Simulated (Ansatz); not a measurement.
# WSi2 (Si2W-type): response to moved atoms and strain, part 2 of 2

How does WSi2 (Si2W-type) push back when it is distorted? Each run changes the relaxed cell in one way.

Ansatz 0.2.0; DFT r²SCAN, scalar-relativistic, plane waves, PAW.

## Step 4: All atoms moved at random (σ = 0.15 Å), cell strained at random (1 %)

Contents of input.yaml:

```yaml
crystal:
  lattice:
    - [-1.5910759177, 1.5538410822, 3.8019638307]
    - [1.6661148756, -1.6100729085, 3.8559843227]
    - [1.5900222783, 1.6090192692, -3.8251043257]
  atoms:
    - { symbol: Si, position: [0.3489296404, 0.3700691593, 0.0442530843] }
    - { symbol: Si, position: [0.6827849201, 0.5896829242, -0.0163741478] }
    - { symbol: W, position: [-0.0317145605, 0.0402479166, -0.0278789366] }
basis:
  ecutwfc: 500
  ecutrho_ratio: 4
kpoints:
  mp_grid: { grid: [14, 14, 14] }
hamiltonian:
  xc: r2scan
scf:
  occupations: { method: gaussian, width: 0.05 }
output:
  forces: true
  stress: true
  eigenvalues: true
```

Run with:

```
$ ansatz run input.yaml --threads 4 --pin off --max-ram 7168MiB --backend cpu --events-out ev --progress --plain --runs-dir out
```

Log:

```text
Warning: RAYON_NUM_THREADS=4 ignored (pool sized by the plan → 4); use --threads N
Engine: ansatz 0.2.0, aarch64-unknown-linux-gnu
Pseudopotentials: kind: paw
Pseudopotential: Si, paw, valence charge 4, recommended cutoff 500 eV (meta_gga), Si.paw.azcp
Pseudopotential: W, paw, valence charge 14, recommended cutoff 500 eV (meta_gga), W.paw.azcp
Functional definition: r2SCAN
  parameter k0 = 0.174
  parameter k1 = 0.065
  parameter a1 = 4.9479
  exchange = r2scan_x(k0 = k0, k1 = k1, a1 = a1)
  correlation = r2scan_c
Crystal: 3 atoms, lattice volume = 39.428 Å³
Basis set: ecut = 500 eV, 989 PW (Γ), exchange–correlation on 144×144×144 points (64 copies of the dense FFT grid, shifted against one another)
Bands: 15, of which v1, the nominal top of the filled ones, is band 11 counted from 1 (10 counted from 0)
Symmetry: 1 space group operations
Space group: P1 (ITA 1), of the structure as read, at distance tolerance 3.4e-5 Å
k-points: 1376 of 2744 (time reversal used)
Non-local potential: Si, projectors of the file, l = 0: 2, l = 1: 2, l = 2: 2
Non-local potential: W, projectors of the file, l = 0: 3, l = 1: 2, l = 2: 2, l = 3: 1
PAW form: soft (Blöchl's): semilocal exchange-correlation on the pseudo side does not see the compensation charge
PAW frozen core: Si, regenerated for the run's functional (the file was generated under x = pbe(κ = 0.804, μ = 0.2195149727645171), c = pbe(β = 0.06672455060314922))
PAW frozen core: W, regenerated for the run's functional (the file was generated under x = pbe(κ = 0.804, μ = 0.2195149727645171), c = pbe(β = 0.06672455060314922))
PAW one-centre angular grid: Si, 302 points (default); XC on 160 Gauss nodes
PAW one-centre angular grid: W, 590 points (default); XC on 160 Gauss nodes
Initial density: superposition of atomic densities (neutral atoms: chi_scale 0, normalization atom), corrected by the library's trained network
Initial wavefunctions: pseudopotential atomic-orbital guess
Functional: x = r2scan, c = r2scan; τ floored in thin density (d = 2e-4 eV/Å³)
SCF iter   1: F=—  HF=-11674.659530 eV  |F-HF|=—  |Δ(HF+E_count)|=         —  Δρ=1.14e-2  dr2=6.38e-2  dr2_τ=1.24e-1  ethr=1.77e-3  ⟨swp⟩=6.0  Hψ=125356  notcnv=0
preconditioner: auto → none  [insulator: Δε(μ)=0.085 eV  Ē_g=8.784 eV  σ=0.050 eV  W_gap=0.76  n_scr=10 (ndim 8)  ℏωp=22.1 eV  f_vac=0.000  D(μ)=0.02/eV (n_scr^D=0)  ε∞_Penn≈7.3]
SCF iter   2: F=—  HF=-11674.732179 eV  |F-HF|=—  |Δ(HF+E_count)|=   7.26e-2  Δρ=7.56e-3  dr2=3.64e-2  dr2_τ=5.06e-3  ethr=2.90e-4  ⟨swp⟩=2.6  Hψ=47580  notcnv=0
SCF iter   3: F=—  HF=-11674.724999 eV  |F-HF|=—  |Δ(HF+E_count)|=   7.18e-3  Δρ=3.73e-3  dr2=2.35e-3  dr2_τ=2.56e-4  ethr=1.65e-4  ⟨swp⟩=2.4  Hψ=34929  notcnv=0
SCF iter   4: F=—  HF=-11674.726291 eV  |F-HF|=—  |Δ(HF+E_count)|=   1.29e-3  Δρ=6.14e-4  dr2=8.82e-5  dr2_τ=1.80e-5  ethr=1.07e-5  ⟨swp⟩=2.4  Hψ=34024  notcnv=0
SCF iter   5: F=—  HF=-11674.726318 eV  |F-HF|=—  |Δ(HF+E_count)|=   2.75e-5  Δρ=1.48e-4  dr2=5.00e-6  dr2_τ=7.16e-7  ethr=4.01e-7  ⟨swp⟩=2.1  Hψ=30680  notcnv=0
SCF iter   6: F=—  HF=-11674.726320 eV  |F-HF|=—  |Δ(HF+E_count)|=   1.98e-6  Δρ=5.20e-5  dr2=9.46e-7  dr2_τ=6.20e-8  ethr=2.27e-8  ⟨swp⟩=2.3  Hψ=33298  notcnv=0
SCF iter   7: F=—  HF=-11674.726321 eV  |F-HF|=—  |Δ(HF+E_count)|=   4.52e-7  Δρ=1.78e-5  dr2=1.12e-7  dr2_τ=8.03e-9  ethr=4.30e-9  ⟨swp⟩=2.0  Hψ=30372  notcnv=0
SCF iter   8: F=-11674.726321 eV  HF=-11674.726321 eV  |F-HF|=7.91e-9  |Δ(HF+E_count)|=   9.38e-8  Δρ=3.59e-6  dr2=3.61e-9  dr2_τ=1.89e-10  ethr=4.55e-10  ⟨swp⟩=5.6  Hψ=87686  notcnv=0
SCF 1 converged in 8 iterations: F = -11674.726321 eV  dr2 = 3.61e-9
SCF converged after 8 iterations
Free energy (F): -11674.726321 eV
Harris-Foulkes:  -11674.726321 eV  (|F-HF|=7.91e-9)
Internal energy: -11674.726284 eV  (E = F + TS)
E sigma→0 (E₀):  -11674.726302 eV
Entropy (-TS):   -0.000037 eV (-0.012 meV/atom)
Fermi energy:    16.938179 eV
--- Per-component energies (eV) ---
  E_band       = -88.676926
  E_kinetic    = 550.171399
  E_local      = -969.609103  (includes V_loc(G=0)·N_el)
  E_nonlocal   = 52.485920
  E_hartree    = 385.186079
  E_xc         = -359.127227
  E_vxc        = -370.448535  (∫ρ·V_xc dr)
  E_paw        = -9633.509328  (= ΣΔE_a)
  E_vpaw       = -139.957051  (= ΣTr[D̂ρ^β])
  E_aug_tail   = -0.000038  (compensation charges beyond the density's cutoff)
  E_vtau       = 18.308318  (kinetic-family band-sum trace: ∫τ·v_τ [+ j·A + Jᵃ·Aᵃ] dr)
  E_ewald      = -1699.583171
  E_core_change = -0.740815  (= ΣΔE_core)
  E_smearing   = -0.000037  (= −TS)
  E_closure    = 0.000000  (closes the sum)
  Σ components = -11674.726321   (vs F -11674.726321, Δ=0.00e0)
--- Forces (eV/Å), atoms counted from 1 ---
  atom   1  Si    -0.65665207    -0.40997702    -0.33692345
  atom   2  Si     4.28269520    -4.12282130     5.03412552
  atom   3  W     -3.62604884     4.53280774    -4.69720286
  max |Σ_I F_I| component: 9.42e-6 eV/Å
--- Stress (GPa, compression-positive) ---
       19.306999     -14.018504       8.221135
      -14.018504      25.078828      -7.476299
        8.221136      -7.476300      32.215332
  P = ⅓ Tr σ = 25.5337 GPa (255.337 kbar)
--- Band table (eV; the first three rows and the last of 1376) ---
  k-point 0: bands = ["-58.3628", "-22.2860", "-22.0871", "-22.0102", "2.1304", "9.4649", "12.8607", "13.2636", "14.0687", "14.5547", "16.8206", "19.3848", "20.1224", "20.4909", "21.1065"]
  k-point 1: bands = ["-58.3619", "-22.2934", "-22.1006", "-22.0107", "2.3100", "9.6049", "12.7340", "12.8662", "13.7467", "15.0856", "16.3232", "18.9379", "20.1325", "20.7673", "21.4388"]
  k-point 2: bands = ["-58.3592", "-22.3152", "-22.1376", "-22.0110", "2.8315", "9.9670", "12.0479", "12.5739", "13.2711", "14.9647", "15.8046", "18.9861", "19.8385", "21.5634", "21.7341"]
  k-point 1375: bands = ["-58.3625", "-22.2935", "-22.0890", "-22.0290", "4.7020", "5.1749", "12.3078", "14.3818", "15.5611", "16.3088", "16.4928", "17.4234", "17.8406", "21.9643", "22.8391"]
```

It took 57 s on 4 threads of Arm Neoverse V2, shared host; peak memory 1.5 GiB.

This gives: volume 13.143 Å³/atom, pressure 25.53 GPa, gap on the mesh 0.09 eV.

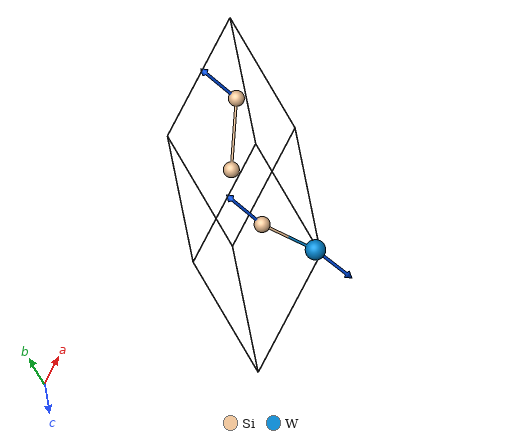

Forces on the atoms; the longest arrow is 7.79 eV/Å.

## Step 5: The distortions side by side

What follows sums up all 2 parts.

| change | change of free energy (meV/atom) | largest force (eV/Å) | largest change of stress (GPa) |
| --- | --- | --- | --- |
| atom 3 (W) moved 0.08 Å along y | 11.87 | 0.892 | 0.76 |
| strain e4 = -0.02, atoms carried along | 3.73 | 0.034 | 4.45 |
| all atoms moved at random (σ = 0.15 Å), cell strained at random (1 %) | 547.60 | 7.790 | 32.21 |

Moving atom 3 by 0.08 Å meets a restoring force of 0.892 eV/Å along the move, a force constant of about 11.1 eV/Å². The strain e4 = -0.02 changes that stress component by +4.45 GPa (compression positive), a ratio of 222 GPa; that is a secant over a finite strain with the atoms carried along, not the elastic constant. No change lowers the energy by more than 0.5 meV/atom; other distortions weren't tried. Spin–orbit coupling is left out, though the cell holds W; in elements this heavy it can shift levels and gaps by tenths of an eV.
